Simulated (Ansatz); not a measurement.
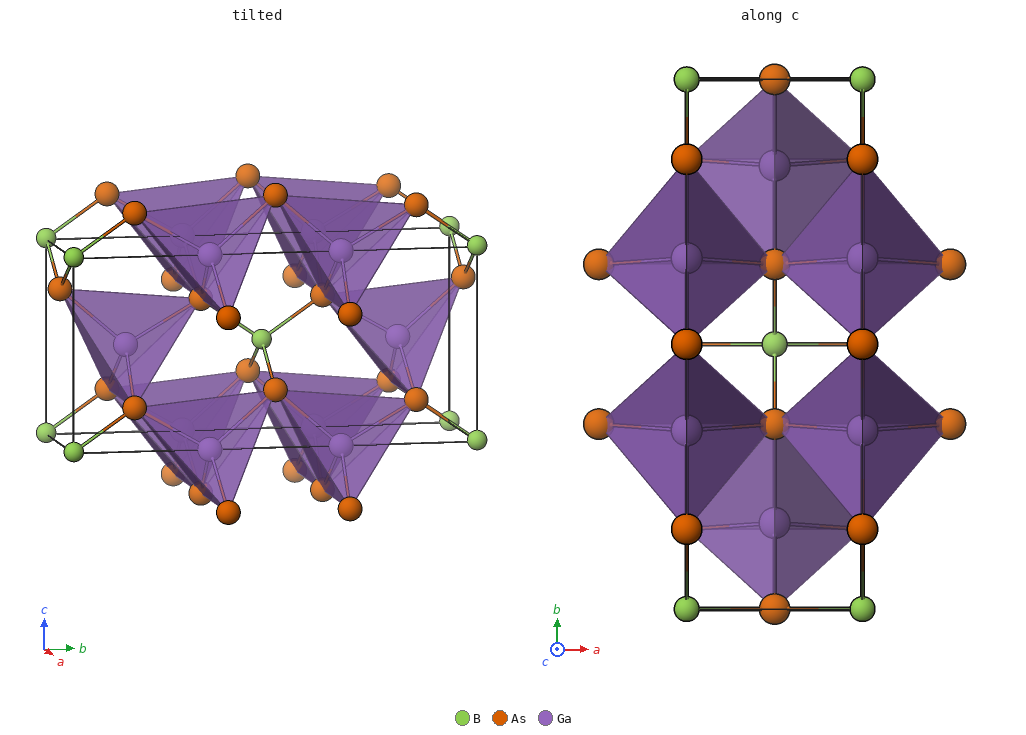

Polyhedral representation of a periodic structure, projected slightly off an axis and along the c axis. The wireframe shows the conventional unit cell. Some atoms of the next cells are drawn as well.

Ga2BAs3, space group Imm2 (No. 44), a = 3.773 Å, b = 11.367 Å, c = 5.431 Å, α = 90.00°, β = 90.00°, γ = 90.00°. The structure comes from a structure type filled with these elements by a generator (whether the compound takes this form wasn't checked). Earlier steps of the study, as a rule a relaxation of our own, may have changed the cell and positions, so they can lie some per cent off the listed ones. An electronic-structure calculation with Ansatz was run on it.

This one geometry was computed with Ansatz (DFT, plane waves, PAW) at five levels of theory: HSE06, PBE0, PBE, PBE with spin-orbit coupling and r2SCAN. It was relaxed beforehand with r2SCAN.

### Which level gives the highest pressure at this volume, and what does that say about its equilibrium volume?

Highest: PBE (2.6 GPa) and PBE with spin-orbit coupling (2.6 GPa), which points to the largest equilibrium volume. Lowest, with the smallest volume: HSE06 (0.2 GPa), PBE0 (0.0 GPa) and r2SCAN (0.0 GPa). Levels within 0.5 GPa of each other can't be told apart.

### How does the band gap change with the level of theory?

PBE with spin-orbit coupling: a gap of 0.51 eV, indirect; PBE: a gap of 0.55 eV, indirect; r2SCAN: a gap of 0.79 eV, indirect; HSE06: a gap of 1.21 eV, indirect; PBE0: a gap of 1.84 eV, indirect.

### Collect the results in a table.

| level | cutoff (eV) | k-mesh of the run's cell | gap (eV) | pressure (GPa) |
| --- | --- | --- | --- | --- |
| HSE06 | 420 | 6×6×6 | 1.21 | 0.2 |
| PBE0 | 420 | 6×6×6 | 1.84 | 0.0 |
| PBE | 420 | 8×8×8 | 0.55 | 2.6 |
| PBE with spin-orbit coupling | 420 | 8×8×8 | 0.51 | 2.6 |
| r2SCAN | 500 | 8×8×8 | 0.79 | 0.0 |

Gaps are taken on the k-mesh or band path of each run.
